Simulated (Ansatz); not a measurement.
```yaml
atoms:
  - { symbol: Ca, position_ang: [-0.2317, 0.1966, -0.2430] }
  - { symbol: I, position_ang: [-2.7719, -1.3480, 1.8634] }
  - { symbol: I, position_ang: [3.0036, 1.1514, -1.6203] }
```

Geometry: PBE-D4/def2-TZVP; core potentials replace the inner electrons of I.

Computed with Ansatz, UKS PBE0-D4/def2-TZVP.

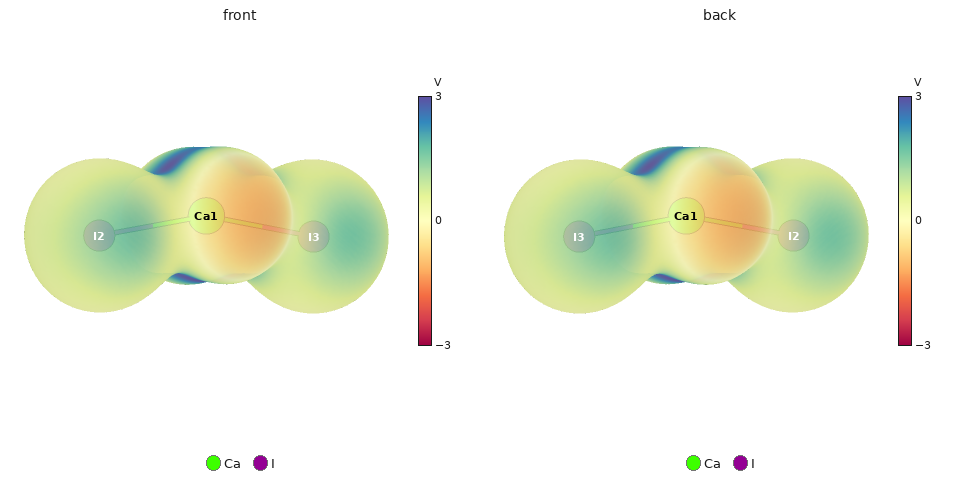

CaI2 (quintet). The molecular electrostatic potential painted on the density surface at 0.002 e/bohr³, seen from the front and from behind; red is negative and blue positive.

**Describe the electrostatic potential map.**

The most negative region (about −1.2 V, or −28 kcal/mol for a unit charge) lies over I3, the most positive (about +2.9 V, or +67 kcal/mol for a unit charge) over Ca1.
